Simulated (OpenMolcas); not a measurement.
# triplet C3H5Cl: levels of theory compared

We compute a comparison of 6 runs (UHF/3-21G, UHF/cc-pVDZ, U-revPBE/cc-pVDZ, UBHLYP/cc-pVDZ, UBLYP/cc-pVDZ, UPBE0/cc-pVDZ) of triplet C3H5Cl. 

Program for the calculation: OpenMolcas 26.06.

## Step 1: The structure to begin with

The species is C3H5Cl (9 atoms), meant as a triplet with charge 0. SMILES of the parent species: `C/C=C/Cl`. The shape is that of a PBE0-D4/def2-TZVP optimisation. That shape belongs to the parent species and isn't relaxed for this state.

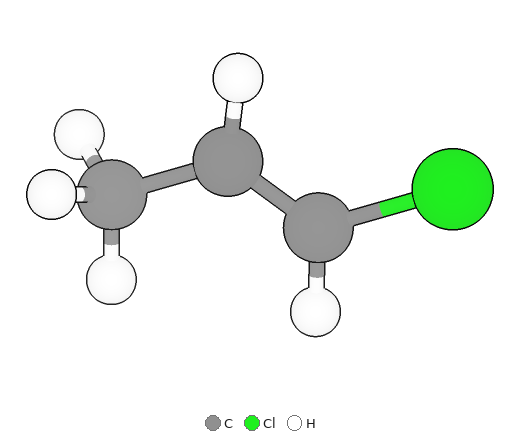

Viewed from a chosen angle; carbon grey, chlorine green, hydrogen white.

## Step 2: A single-point energy at UHF/3-21G (run 1)

The input, mol.input:

```
&gateway
baslib=$CurrDir
coord
9
angstrom
C        0.174030       1.081720      -0.481760
C        0.079560      -0.394680      -0.311190
C       -0.271700      -0.974230       0.824660
Cl      -0.380880      -2.682470       1.023190
H       -0.499480       1.426620      -1.272190
H       -0.080490       1.611010       0.438130
H        1.185800       1.376040      -0.776810
H        0.312930      -1.019920      -1.168380
H       -0.519780      -0.424080       1.724330
basis=3-21G
group=NoSym
&seward
&scf
uhf
spin=3
thresholds=1e-10 1e-07 1e-07 1e-05
prorbitals=0
```

The basis set 3-21G is read from a file made from the Basis Set Exchange's data (not shown).

On the command line:

```sh
export MOLCAS_MEM=1860
pymolcas mol.input > mol.log
```

What it wrote:

```text
--- Start Module: gateway ---
[...]
--- Stop Module: gateway /rc=_RC_ALL_IS_WELL_ ---
--- Start Module: seward ---
[...]
      Basis functions           50
--- Stop Module: seward /rc=_RC_ALL_IS_WELL_ ---
--- Start Module: scf ---
[...]
       Convergence after  22 Iterations
[...]
::    Total SCF energy                               -573.0036062242
[...]
      Total spin, S                                     1.0082382878
[...]
      Total electronic charge=   40.000000
      Total            charge=   -0.000000
[...]
      Dipole Moment (debye):
      Origin of the operator (angstrom)=   -0.1728   -1.2401    0.4618
                   X=  1.9167E-01               Y=  2.1001E+00               Z= -4.3814E-01           Total=  2.1538E+00
      Quadrupole Moment (debye*angstrom):
[...]
--- Stop Module: scf /rc=_RC_ALL_IS_WELL_ ---
[...]
```

It took 2.5 s on 1 thread of Arm Neoverse V2, shared host; peak memory 0.38 GiB.

## Step 3: A single-point energy at UHF/cc-pVDZ (run 2)

The input, mol.xyz:

```xyz
9

C      0.174030     1.081720    -0.481760
C      0.079560    -0.394680    -0.311190
C     -0.271700    -0.974230     0.824660
Cl    -0.380880    -2.682470     1.023190
H     -0.499480     1.426620    -1.272190
H     -0.080490     1.611010     0.438130
H      1.185800     1.376040    -0.776810
H      0.312930    -1.019920    -1.168380
H     -0.519780    -0.424080     1.724330
```

The input, run.inp:

```
&GATEWAY
  BasLib=$CurrDir
  Coord=mol.xyz
  Basis=cc-pVDZ
  Group=NoSym

&SEWARD

&SCF
  UHF
  Spin=3
  Thresholds=1e-10 1e-07 1e-07 1e-05
  PrOrbitals=1 2
```

The basis set cc-pVDZ is read from a file made from the Basis Set Exchange's data (not shown).

On the command line:

```sh
export MOLCAS_MEM=1860
pymolcas run.inp > run.log
```

What it wrote:

```text
--- Start Module: gateway ---
[...]
--- Stop Module: gateway /rc=_RC_ALL_IS_WELL_ ---
--- Start Module: seward ---
[...]
      Basis functions           85
--- Stop Module: seward /rc=_RC_ALL_IS_WELL_ ---
[...]
--- Start Module: scf ---
[...]
       Convergence after  21 Iterations
[...]
::    Total SCF energy                               -575.8769212599
[...]
      Total spin, S                                     1.0083771237
[...]
      Total electronic charge=   40.000000
      Total            charge=   -0.000000
[...]
      Dipole Moment (debye):
      Origin of the operator (angstrom)=   -0.1728   -1.2401    0.4618
                   X=  1.6436E-01               Y=  1.7919E+00               Z= -3.7672E-01           Total=  1.8384E+00
      Quadrupole Moment (debye*angstrom):
[...]
--- Stop Module: scf /rc=_RC_ALL_IS_WELL_ ---
[...]
```

Run time: 7.8 s. Hardware: 1 thread of Arm Neoverse V2, shared host; peak memory 0.47 GiB.

Run 3 isn't shown in full; the table further down has it.

## Step 4: The energy at UBHLYP/cc-pVDZ (run 4)

The input, job.inp:

```
* C3H5Cl Kohn-Sham DFT

&GATEWAY
 BasLib=$CurrDir
 Coord
 9
 angstrom
 C        0.174030       1.081720      -0.481760
 C        0.079560      -0.394680      -0.311190
 C       -0.271700      -0.974230       0.824660
 Cl      -0.380880      -2.682470       1.023190
 H       -0.499480       1.426620      -1.272190
 H       -0.080490       1.611010       0.438130
 H        1.185800       1.376040      -0.776810
 H        0.312930      -1.019920      -1.168380
 H       -0.519780      -0.424080       1.724330
 Basis=cc-pVDZ
 Group=NoSym

&SEWARD
 GridInput
 Grid=UltraFine
 End of Grid

&SCF
 UHF
 Spin=3
 KSDFT=HYB_GGA_XC_BHANDHLYP
 Thresholds=1e-10 1e-07 1e-07 1e-05
 PrOrbitals=1 1
```

The basis set cc-pVDZ is read from a file made from the Basis Set Exchange's data (not shown).

On the command line:

```sh
export MOLCAS_MEM=1860
pymolcas job.inp > job.log
```

What it wrote:

```text
--- Start Module: gateway ---
[...]
--- Stop Module: gateway /rc=_RC_ALL_IS_WELL_ ---
--- Start Module: seward ---
[...]
      Basis functions           85
--- Stop Module: seward /rc=_RC_ALL_IS_WELL_ ---
[...]
--- Start Module: scf ---
[...]
       Convergence after  20 Iterations
[...]
::    Total KS-DFT energy                            -577.2861705699
[...]
      Total spin, S                                     1.0035476730
[...]
      Total electronic charge=   40.000000
      Total            charge=   -0.000000
[...]
      Dipole Moment (debye):
      Origin of the operator (angstrom)=   -0.1728   -1.2401    0.4618
                   X=  1.4063E-01               Y=  1.4752E+00               Z= -3.2799E-01           Total=  1.5177E+00
      Quadrupole Moment (debye*angstrom):
[...]
--- Stop Module: scf /rc=_RC_ALL_IS_WELL_ ---
[...]
```

Run time: 69 s. Hardware: 1 thread of Arm Neoverse V2, shared host; peak memory 0.47 GiB.

Run 5 isn't shown in full; the table further down has it.

## Step 5: The energy at UPBE0/cc-pVDZ (run 6)

The input, calc.input:

```
* C3H5Cl Kohn-Sham DFT

&GATEWAY
  BasLib
  $CurrDir
  Coord
  9
  angstrom
  C        0.174030       1.081720      -0.481760
  C        0.079560      -0.394680      -0.311190
  C       -0.271700      -0.974230       0.824660
  Cl      -0.380880      -2.682470       1.023190
  H       -0.499480       1.426620      -1.272190
  H       -0.080490       1.611010       0.438130
  H        1.185800       1.376040      -0.776810
  H        0.312930      -1.019920      -1.168380
  H       -0.519780      -0.424080       1.724330
  Basis
  cc-pVDZ
  Group
  NoSym

&SEWARD
  GridInput
  Grid=UltraFine
  End of Grid

&SCF
  UHF
  Spin
  3
  KSDFT
  PBE0
  Thresholds
  1e-10 1e-07 1e-07 1e-05
  PrOrbitals
  0
```

The basis set cc-pVDZ is read from a file made from the Basis Set Exchange's data (not shown).

On the command line:

```sh
export MOLCAS_MEM=1860
pymolcas calc.input > calc.log
```

What it wrote:

```text
--- Start Module: gateway ---
[...]
--- Stop Module: gateway /rc=_RC_ALL_IS_WELL_ ---
--- Start Module: seward ---
[...]
      Basis functions           85
--- Stop Module: seward /rc=_RC_ALL_IS_WELL_ ---
[...]
--- Start Module: scf ---
[...]
       Convergence after  20 Iterations
[...]
::    Total KS-DFT energy                            -577.0659122130
[...]
      Total spin, S                                     1.0027822449
[...]
      Total electronic charge=   40.000000
      Total            charge=   -0.000000
[...]
      Dipole Moment (debye):
      Origin of the operator (angstrom)=   -0.1728   -1.2401    0.4618
                   X=  1.3600E-01               Y=  1.3719E+00               Z= -3.2266E-01           Total=  1.4158E+00
      Quadrupole Moment (debye*angstrom):
[...]
--- Stop Module: scf /rc=_RC_ALL_IS_WELL_ ---
[...]
```

Wall time 69 s (1 thread of Arm Neoverse V2, shared host); peak memory 0.47 GiB.

## Step 6: The series

```
run             level  integration grid  energy (Eh)  dipole moment (D)  HOMO energy (eV)   ⟨S²⟩  wall time
  1         UHF/3-21G                 –  -573.003606               2.15             -6.63  2.025      2.5 s
  2       UHF/cc-pVDZ                 –  -575.876921               1.84             -6.43  2.025      7.8 s
  3  U-revPBE/cc-pVDZ         UltraFine  -577.240248               1.18             -1.57  2.006       73 s
  4    UBHLYP/cc-pVDZ         UltraFine  -577.286171               1.52             -4.14  2.011       69 s
  5     UBLYP/cc-pVDZ         UltraFine  -577.279571               1.06             -1.34  2.005       73 s
  6     UPBE0/cc-pVDZ         UltraFine  -577.065912               1.42             -2.99  2.008       69 s
```

## Step 7: Summary of results

```
                                 quantity          value
                      run 6: total energy  -577.06591 Eh
                     run 6: dipole moment         1.42 D
run 6: HOMO energy (highest over α and β)       -2.99 eV
                              run 6: ⟨S²⟩          2.008
```

The dipole moment (its size) runs from 1.06 D (UBLYP/cc-pVDZ) to 2.15 D (UHF/3-21G). The two ends differ in method and basis. Totals of different functionals can't be ranked against each other. All runs together took 4.9 min, the longest 73 s.
